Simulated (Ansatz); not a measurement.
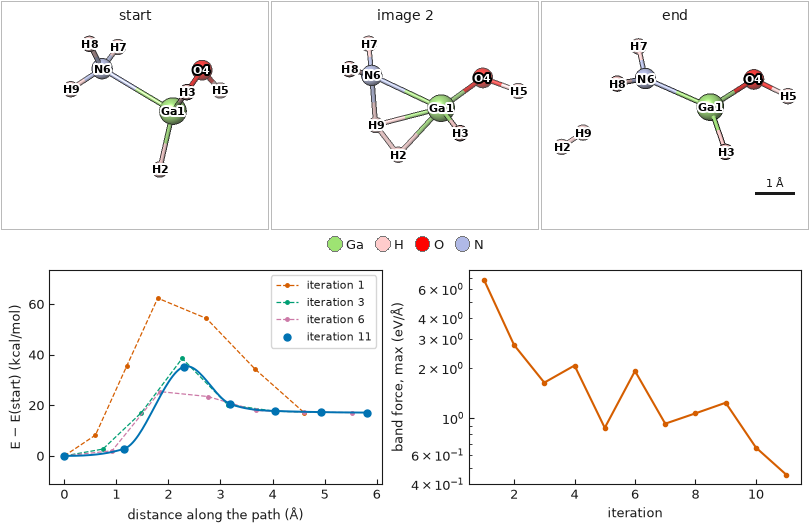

NEB run on GaNH$_{6}$O. Images are numbered from 0 (start) to 6 (end). The plot follows the band through its iterations. A ball-and-stick model, seen from a free direction.

Method: Ansatz, RKS PBE/def2-SVP. Set-up: 5 movable images; climbing image; force threshold 0.5 eV/Å; iteration limit 60; starting path through a guess of the saddle point.

Q: How did the profile develop, and is the result final?

A: The run met only a loose threshold, so the barrier can't be trusted yet. The band converged in 11 iterations. The largest component of the band force went from 6.9 to 0.46 eV/Å. The climbing image converged on the top of the path. Its curvatures weren't checked. The force threshold is so loose that the height of the top is at best an upper bound. The first iteration put the highest image at 62.4 kcal/mol. Forward barrier 35.3 kcal/mol, backward barrier 18.2 kcal/mol, with image 2 at the top; the reaction energy is +17.1 kcal/mol.

The run took 74 s on 2 threads of Arm Neoverse V2, on a shared host, peak memory 0.13 GiB.
